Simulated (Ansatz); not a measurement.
# Cobalt, diamond under PBEsol: from relaxation to bulk modulus, part 2 of 2

The plan for cobalt in the diamond structure: relax it, solve it on a dense k-mesh, then scale the cell to 7 volumes from 88 to 112 % of the relaxed one and try a fit of the equation of state. Spin polarisation is left out, though the real metal is magnetic, so this state lies above the ground state. The k-meshes are 11×11×11 for the relaxation; 18×18×18 for the dense run; 13×13×13 for the volumes.

Ansatz 0.2.0; DFT, PBEsol, plane waves (420 eV) with PAW, scalar-relativistic. The steps go on from the part before.

## 5. Equation of state: 92 %

This is Co in the diamond structure; at room conditions it is hcp.

Contents of input.yaml:

```yaml
crystal:
  lattice:
    - [0.0, 2.3579642276, 2.3579642276]
    - [2.3579642276, 0.0, 2.3579642276]
    - [2.3579642276, 2.3579642276, 0.0]
  atoms:
    - { symbol: Co, position: [0.125, 0.125, 0.125] }
    - { symbol: Co, position: [0.875, 0.875, 0.875] }
hamiltonian:
  xc: pbesol
  pseudopotentials:
    kind: paw
    azcp:
      Co: "pseudopotentials/Co.paw.azcp"
basis:
  ecutwfc: 420
  fft_grid_basis: typed
kpoints:
  mp_grid: { grid: [13, 13, 13], shift: [0, 0, 0] }
magnetization:
  spin_polarized: false
scf:
  occupations: { method: fermi_dirac, width: 0.1 }
  lower_state_search: "off"
output:
  stress: true
  write_density: true
  write_potential: true
  elf: true
  volumetric_format: npy
```

The log of the run, cut to the lines that bear on the results:

```text
Warning: <dir> the record states the generating functional pbe (its physics header spells it `PBE`), which answers neither for hamiltonian.xc's functional nor for the pbesol family's — results may be inconsistent (PPs are generated against a specific XC)
Warning: RAYON_NUM_THREADS=2 ignored (pool sized by the plan → 2); use --threads N
[...]
Pseudopotentials: kind: paw
Pseudopotential: Co, paw, valence charge 17, recommended cutoff 420 eV (normal), <dir>
Functional definition: PBEsol
[...]
Crystal: 2 atoms, lattice volume = 26.221 Å³
Basis set: ecut = 420 eV, 531 PW (Γ)
Bands: 21, of which v1, the nominal top of the filled ones, is band 17 counted from 1 (16 counted from 0)
Symmetry: 48 space group operations
Space group: Fd-3m (ITA 227), of the structure as read, at distance tolerance 3.0e-5 Å
k-points: 84 of 2197
[...]
SCF iter   1: F=—  HF=-10183.064255 eV  |F-HF|=—  |Δ(HF+E_count)|=         —  Δρ=8.32e-3  dr2=5.83e-3  ethr=1.77e-3  ⟨swp⟩=5.7  Hψ=6801  notcnv=0
[...]
SCF iter   6: F=-10183.063272 eV  HF=-10183.063272 eV  |F-HF|=2.23e-8  |Δ(HF+E_count)|=   4.46e-8  Δρ=1.31e-5  dr2=3.06e-8  ethr=2.47e-10  ⟨swp⟩=8.0  Hψ=11698  notcnv=0
[...]
SCF converged after 6 iterations
Free energy (F): -10183.063272 eV
[...]
E sigma→0 (E₀):  -10183.005479 eV
Entropy (-TS):   -0.115587 eV (-57.793 meV/atom)
Fermi energy:    14.642811 eV
[...]
--- Stress (GPa, compression-positive) ---
       15.081480       0.000000      -0.000000
       -0.000000      15.081480      -0.000000
        0.000000      -0.000000      15.081480
  P = ⅓ Tr σ = 15.0815 GPa (150.815 kbar)
--- Band table (eV; the first three rows and the last of 84) ---
  k-point 0: bands = ["-80.6671", "-80.2690", "-44.2178", "-44.2178", "-44.2178", "-43.6364", "-43.6364", "-43.6364", "6.9479", "11.0161", "11.0161", "11.2784", "11.2784", "11.2784", "13.3890", "13.3890", "13.3890", "15.0236", "15.0236", "29.0611", "29.0611"]
[...]
```

Run time: 1.6 s. Hardware: 2 threads of Arm Neoverse V2, shared host; peak memory 0.32 GiB.

The maps below are laid out on this run's own conventional cell (a, b, c = 4.716, 4.716, 4.716 Å).

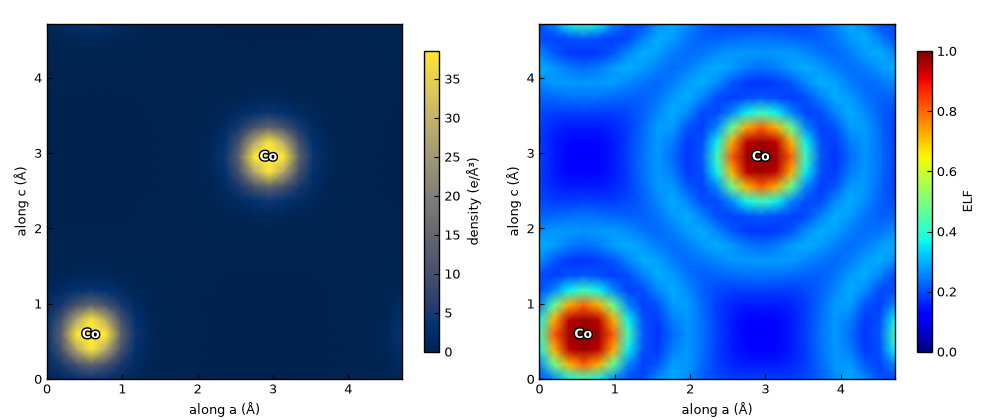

Density (left) and ELF (right) in a lattice plane of the grid's cell (edges 4.72 and 4.72 Å, at 0.125 of the third edge), which holds Co. Only atoms in the plane are labelled; the density scale stops at 38.56 e/Å³. Both are smooth fields of the valence electrons: close to the nuclei they are not physical.

## 6. Equation of state: 96 %

input.yaml, as its differences from that of step 5:

```diff
@@ -2,5 +2,5 @@
   lattice:
-    - [0.0, 2.3579642276, 2.3579642276]
-    - [2.3579642276, 0.0, 2.3579642276]
-    - [2.3579642276, 2.3579642276, 0.0]
+    - [0.0, 2.3916539825, 2.3916539825]
+    - [2.3916539825, 0.0, 2.3916539825]
+    - [2.3916539825, 2.3916539825, 0.0]
   atoms:
@@ -26,5 +26 @@
   stress: true
-  write_density: true
-  write_potential: true
-  elf: true
-  volumetric_format: npy
```

The log of the run, cut to the lines that bear on the results:

```text
Warning: <dir> the record states the generating functional pbe (its physics header spells it `PBE`), which answers neither for hamiltonian.xc's functional nor for the pbesol family's — results may be inconsistent (PPs are generated against a specific XC)
Warning: RAYON_NUM_THREADS=2 ignored (pool sized by the plan → 2); use --threads N
[...]
[... 3 set-up lines as earlier in the session ...]
[...]
Crystal: 2 atoms, lattice volume = 27.361 Å³
Basis set: ecut = 420 eV, 531 PW (Γ)
Bands: 21, of which v1, the nominal top of the filled ones, is band 17 counted from 1 (16 counted from 0)
[... 2 set-up lines as earlier in the session ...]
k-points: 84 of 2197
[...]
SCF iter   1: F=—  HF=-10183.140361 eV  |F-HF|=—  |Δ(HF+E_count)|=         —  Δρ=9.15e-3  dr2=8.32e-3  ethr=1.77e-3  ⟨swp⟩=5.7  Hψ=6783  notcnv=0
[...]
SCF iter   7: F=-10183.139412 eV  HF=-10183.139412 eV  |F-HF|=5.41e-9  |Δ(HF+E_count)|=  7.91e-10  Δρ=7.59e-6  dr2=1.31e-8  ethr=2.81e-11  ⟨swp⟩=4.0  Hψ=5666  notcnv=0
[...]
SCF converged after 7 iterations
Free energy (F): -10183.139412 eV
[...]
E sigma→0 (E₀):  -10183.077655 eV
Entropy (-TS):   -0.123513 eV (-61.757 meV/atom)
Fermi energy:    13.812223 eV
[...]
--- Stress (GPa, compression-positive) ---
        6.642067      -0.000000      -0.000000
       -0.000000       6.642067       0.000000
        0.000000      -0.000000       6.642067
  P = ⅓ Tr σ = 6.6421 GPa (66.421 kbar)
```

Wall time 1.3 s (2 threads of Arm Neoverse V2, shared host); peak memory 0.31 GiB.

## 7. Equation of state: 100 %

input.yaml, as its differences from that of step 6:

```diff
@@ -2,5 +2,5 @@
   lattice:
-    - [0.0, 2.3916539825, 2.3916539825]
-    - [2.3916539825, 0.0, 2.3916539825]
-    - [2.3916539825, 2.3916539825, 0.0]
+    - [0.0, 2.4244204375, 2.4244204375]
+    - [2.4244204375, 0.0, 2.4244204375]
+    - [2.4244204375, 2.4244204375, 0.0]
   atoms:
```

The log of the run, cut to the lines that bear on the results:

```text
Warning: <dir> the record states the generating functional pbe (its physics header spells it `PBE`), which answers neither for hamiltonian.xc's functional nor for the pbesol family's — results may be inconsistent (PPs are generated against a specific XC)
Warning: RAYON_NUM_THREADS=2 ignored (pool sized by the plan → 2); use --threads N
[...]
[... 3 set-up lines as earlier in the session ...]
[...]
Crystal: 2 atoms, lattice volume = 28.501 Å³
Basis set: ecut = 420 eV, 537 PW (Γ)
Bands: 21, of which v1, the nominal top of the filled ones, is band 17 counted from 1 (16 counted from 0)
[... 2 set-up lines as earlier in the session ...]
k-points: 84 of 2197
[...]
SCF iter   1: F=—  HF=-10183.162857 eV  |F-HF|=—  |Δ(HF+E_count)|=         —  Δρ=9.92e-3  dr2=1.11e-2  ethr=1.77e-3  ⟨swp⟩=5.6  Hψ=6792  notcnv=0
[...]
SCF iter   6: F=-10183.161809 eV  HF=-10183.161809 eV  |F-HF|=1.71e-8  |Δ(HF+E_count)|=   5.67e-8  Δρ=1.70e-5  dr2=6.13e-8  ethr=2.94e-10  ⟨swp⟩=4.9  Hψ=6947  notcnv=0
[...]
SCF converged after 6 iterations
Free energy (F): -10183.161809 eV
[...]
E sigma→0 (E₀):  -10183.096040 eV
Entropy (-TS):   -0.131538 eV (-65.769 meV/atom)
Fermi energy:    13.048738 eV
[...]
--- Stress (GPa, compression-positive) ---
       -0.084287      -0.000000       0.000000
        0.000000      -0.084287       0.000000
       -0.000000       0.000000      -0.084287
  P = ⅓ Tr σ = -0.0843 GPa (-0.843 kbar)
```

It took 1.1 s on 2 threads of Arm Neoverse V2, shared host; peak memory 0.31 GiB.

## 8. Equation of state: 104 %

input.yaml, as its differences from that of step 7:

```diff
@@ -2,5 +2,5 @@
   lattice:
-    - [0.0, 2.4244204375, 2.4244204375]
-    - [2.4244204375, 0.0, 2.4244204375]
-    - [2.4244204375, 2.4244204375, 0.0]
+    - [0.0, 2.4563243651, 2.4563243651]
+    - [2.4563243651, 0.0, 2.4563243651]
+    - [2.4563243651, 2.4563243651, 0.0]
   atoms:
```

The log of the run, cut to the lines that bear on the results:

```text
Warning: <dir> the record states the generating functional pbe (its physics header spells it `PBE`), which answers neither for hamiltonian.xc's functional nor for the pbesol family's — results may be inconsistent (PPs are generated against a specific XC)
Warning: RAYON_NUM_THREADS=2 ignored (pool sized by the plan → 2); use --threads N
[...]
[... 3 set-up lines as earlier in the session ...]
[...]
Crystal: 2 atoms, lattice volume = 29.641 Å³
Basis set: ecut = 420 eV, 561 PW (Γ)
Bands: 21, of which v1, the nominal top of the filled ones, is band 17 counted from 1 (16 counted from 0)
[... 2 set-up lines as earlier in the session ...]
k-points: 84 of 2197
[...]
SCF iter   1: F=—  HF=-10183.142563 eV  |F-HF|=—  |Δ(HF+E_count)|=         —  Δρ=1.04e-2  dr2=1.34e-2  ethr=1.77e-3  ⟨swp⟩=5.6  Hψ=6772  notcnv=0
[...]
SCF iter   7: F=-10183.141416 eV  HF=-10183.141416 eV  |F-HF|=1.26e-8  |Δ(HF+E_count)|=   1.66e-8  Δρ=6.50e-6  dr2=1.38e-8  ethr=2.94e-10  ⟨swp⟩=4.0  Hψ=5688  notcnv=0
[...]
SCF converged after 7 iterations
Free energy (F): -10183.141416 eV
[...]
E sigma→0 (E₀):  -10183.071611 eV
Entropy (-TS):   -0.139609 eV (-69.804 meV/atom)
Fermi energy:    12.344846 eV
[...]
--- Stress (GPa, compression-positive) ---
       -5.444974      -0.000000       0.000000
       -0.000000      -5.444974       0.000000
        0.000000       0.000000      -5.444974
  P = ⅓ Tr σ = -5.4450 GPa (-54.450 kbar)
```

Wall time 1.3 s (2 threads of Arm Neoverse V2, shared host); peak memory 0.32 GiB.

## 9. Equation of state: 108 %

input.yaml, as its differences from that of step 8:

```diff
@@ -2,5 +2,5 @@
   lattice:
-    - [0.0, 2.4563243651, 2.4563243651]
-    - [2.4563243651, 0.0, 2.4563243651]
-    - [2.4563243651, 2.4563243651, 0.0]
+    - [0.0, 2.4874203797, 2.4874203797]
+    - [2.4874203797, 0.0, 2.4874203797]
+    - [2.4874203797, 2.4874203797, 0.0]
   atoms:
```

The log of the run, cut to the lines that bear on the results:

```text
Warning: <dir> the record states the generating functional pbe (its physics header spells it `PBE`), which answers neither for hamiltonian.xc's functional nor for the pbesol family's — results may be inconsistent (PPs are generated against a specific XC)
Warning: RAYON_NUM_THREADS=2 ignored (pool sized by the plan → 2); use --threads N
[...]
[... 3 set-up lines as earlier in the session ...]
[...]
Crystal: 2 atoms, lattice volume = 30.781 Å³
Basis set: ecut = 420 eV, 609 PW (Γ)
Bands: 21, of which v1, the nominal top of the filled ones, is band 17 counted from 1 (16 counted from 0)
[... 2 set-up lines as earlier in the session ...]
k-points: 84 of 2197
[...]
SCF iter   1: F=—  HF=-10183.088137 eV  |F-HF|=—  |Δ(HF+E_count)|=         —  Δρ=1.07e-2  dr2=1.51e-2  ethr=1.77e-3  ⟨swp⟩=5.7  Hψ=6797  notcnv=0
[...]
SCF iter   7: F=-10183.086877 eV  HF=-10183.086877 eV  |F-HF|=1.15e-8  |Δ(HF+E_count)|=   2.17e-8  Δρ=5.82e-6  dr2=1.07e-8  ethr=2.94e-10  ⟨swp⟩=4.0  Hψ=5715  notcnv=0
[...]
SCF converged after 7 iterations
Free energy (F): -10183.086877 eV
[...]
E sigma→0 (E₀):  -10183.013033 eV
Entropy (-TS):   -0.147688 eV (-73.844 meV/atom)
Fermi energy:    11.693987 eV
[...]
--- Stress (GPa, compression-positive) ---
       -9.714180      -0.000000       0.000000
        0.000000      -9.714180       0.000000
        0.000000       0.000000      -9.714180
  P = ⅓ Tr σ = -9.7142 GPa (-97.142 kbar)
```

Run time: 1.3 s. Hardware: 2 threads of Arm Neoverse V2, shared host; peak memory 0.32 GiB.

## 10. Equation of state: 112 %

input.yaml, as its differences from that of step 9:

```diff
@@ -2,5 +2,5 @@
   lattice:
-    - [0.0, 2.4874203797, 2.4874203797]
-    - [2.4874203797, 0.0, 2.4874203797]
-    - [2.4874203797, 2.4874203797, 0.0]
+    - [0.0, 2.5177577645, 2.5177577645]
+    - [2.5177577645, 0.0, 2.5177577645]
+    - [2.5177577645, 2.5177577645, 0.0]
   atoms:
```

The log of the run, cut to the lines that bear on the results:

```text
Warning: <dir> the record states the generating functional pbe (its physics header spells it `PBE`), which answers neither for hamiltonian.xc's functional nor for the pbesol family's — results may be inconsistent (PPs are generated against a specific XC)
Warning: RAYON_NUM_THREADS=2 ignored (pool sized by the plan → 2); use --threads N
[...]
[... 3 set-up lines as earlier in the session ...]
[...]
Crystal: 2 atoms, lattice volume = 31.921 Å³
Basis set: ecut = 420 eV, 609 PW (Γ)
Bands: 21, of which v1, the nominal top of the filled ones, is band 17 counted from 1 (16 counted from 0)
[... 1 set-up line as earlier in the session ...]
Space group: Fd-3m (ITA 227), of the structure as read, at distance tolerance 3.2e-5 Å
k-points: 84 of 2197
[...]
SCF iter   1: F=—  HF=-10183.006552 eV  |F-HF|=—  |Δ(HF+E_count)|=         —  Δρ=1.08e-2  dr2=1.64e-2  ethr=1.77e-3  ⟨swp⟩=5.6  Hψ=6792  notcnv=0
[...]
SCF iter   7: F=-10183.005206 eV  HF=-10183.005206 eV  |F-HF|=7.45e-9  |Δ(HF+E_count)|=   3.39e-8  Δρ=5.66e-6  dr2=6.80e-9  ethr=2.94e-10  ⟨swp⟩=2.9  Hψ=7179  notcnv=0
[...]
SCF converged after 7 iterations
Free energy (F): -10183.005206 eV
[...]
E sigma→0 (E₀):  -10182.927330 eV
Entropy (-TS):   -0.155750 eV (-77.875 meV/atom)
Fermi energy:    11.090419 eV
[...]
--- Stress (GPa, compression-positive) ---
      -13.104511      -0.000000       0.000000
        0.000000     -13.104511      -0.000000
       -0.000000       0.000000     -13.104511
  P = ⅓ Tr σ = -13.1045 GPa (-131.045 kbar)
```

Wall time 1.4 s (2 threads of Arm Neoverse V2, shared host); peak memory 0.32 GiB.

## 11. The equation of state

All volumes keep the relaxed shape and fractional coordinates.

```tsv
V (Å³/atom)	E − E₀ (meV/atom)	P from the stress (GPa)	P from the fit (GPa)
12.540	115.2	25.68	25.16
13.110	45.4	15.08	14.52
13.680	9.3	6.64	6.07
14.250	0.1	-0.08	-0.65
14.820	12.3	-5.44	-6.01
15.390	41.6	-9.71	-10.28
15.960	84.5	-13.10	-13.69
```

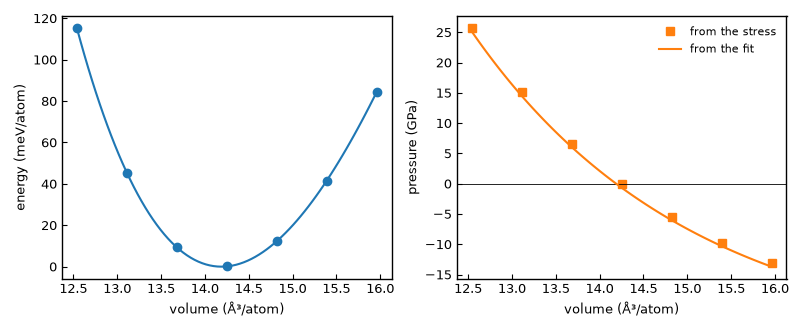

Energy and pressure against volume; the lines are the Birch-Murnaghan fit.

Fit (Birch-Murnaghan, third order): V₀ = 14.189 Å³/atom, B₀ = 153 GPa, B₀′ = 4.6, largest residual 0.02 meV/atom.

The fit is made to E(σ → 0), while the stress belongs to the free energy F; that is one source of the offset between the two pressures.

## 12. Outcome

This closing draws on all 2 parts.

| quantity | value |
| --- | --- |
| space group (spins left aside) | Fd-3m (No. 227) |
| conventional cell | a = 4.849 Å |
| volume | 14.250 Å³/atom |
| shortest distance | 2.100 Å |
| gap on the mesh | none (levels filled in part) |
| relative to hcp, ferromagnetic | +1444 meV/atom |
| V₀, B₀, B₀′ | 14.189 Å³/atom, 153 GPa, 4.6 |

From the guessed start the volume shrank by 4.7 % in 5 steps. Against the reference form of cobalt (hcp, ferromagnetic, computed apart with the same settings) it stands 1444 meV/atom higher; part of this is magnetic energy, as this run has no moments. No gap shows: it is a metal or semimetal at this level. The fitted modulus is 153 GPa. The symmetry was held, so the structure may be unstable against distortions that break it.
